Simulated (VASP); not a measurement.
Band structure of CdCu₂GeSe₄ (space group I-42m). Computed with LDA (Ceperley-Alder, Perdew-Zunger), VASP's LDA PAW potentials (set 64) (plane waves; VASP 6.6.1).

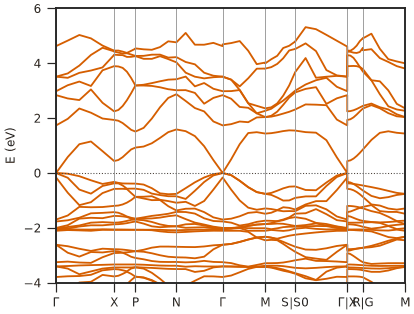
Bands along high-symmetry lines, zero at the valence-band maximum or, without a gap, the Fermi level

### Question
Read the plot: is there a gap, and where are the band edges?

### Answer
It has no gap at this level: it comes out as a metal or semimetal.

The structure comes from a measured CdCu2GeSe4 entry of the Crystallography Open Database, whose conditions weren't checked. The cell was not relaxed at this level. The k-mesh is coarse (spacing up to 0.52 per Å, 2π included), so the numbers may not be converged in it.
